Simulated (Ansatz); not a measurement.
Input

```
crystal:
  periodic: [false, false, false]
  atoms:
    - {symbol: C, position_ang: [-0.562366, 1.104140, -0.571678]}
    - {symbol: C, position_ang: [-0.575458, 0.045870, 0.240681]}
    - {symbol: Ge, position_ang: [0.997796, -0.936213, 0.736775]}
    - {symbol: H, position_ang: [-1.466856, 1.660754, -0.800157]}
    - {symbol: H, position_ang: [0.348949, 1.453166, -1.048769]}
    - {symbol: H, position_ang: [-1.514543, -0.250786, 0.702391]}
    - {symbol: H, position_ang: [2.146158, -0.697594, -0.264046]}
    - {symbol: H, position_ang: [0.718420, -2.436535, 0.948904]}
basis:
  gaussian: {orbitals: def2-TZVPP}
magnetization: {spin_polarized: true, initial_magnetization: 1}
hamiltonian: {xc: pbe0, dispersion: d4}
output: {orbitals: {seedname: orbitals}}
```

Launched as:

```sh
ansatz run in.yaml --threads 4 --pin off --events-out ev --progress --plain --max-ram 10444MiB
```

Geometry: PBE0-D4/def2-TZVP.

Computed with UKS PBE0-D4/def2-TZVPP in Ansatz.

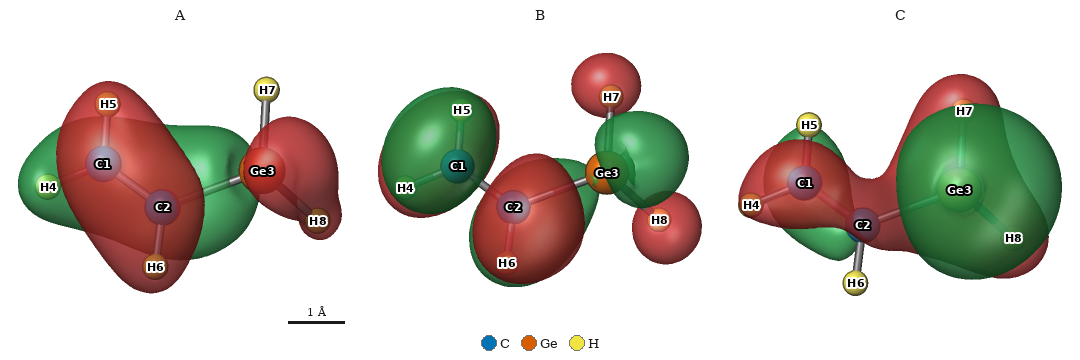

C$_{2}$H$_{5}$Ge (SMILES C=[CH][GeH2]) (doublet). Three frontier orbitals at ±0.08 Å⁻³ᐟ² (green and red are the two phases), in no order.

Q: Which picture is the HOMO−1, the HOMO and the LUMO? All are α orbitals.

A: A is the HOMO−1 (α) (−8.50 eV). By Hirshfeld shares it lies mainly on C2 (about 40 %), C1 (about 35 %) and Ge3 (about 15 %); π-bonding across C2–C1. C is the HOMO (α) (−5.73 eV). It lies mainly on Ge3 (about 70 %), C1 (about 10 %) and C2 (about 5 %). B is the LUMO (α) (−0.30 eV). It lies mainly on C2 (about 35 %), C1 (about 30 %) and Ge3 (about 15 %); π-antibonding (π*) across C2–C1.

Q: What is the gap between the highest occupied and lowest empty α orbitals?

A: 5.43 eV between the orbital energies.
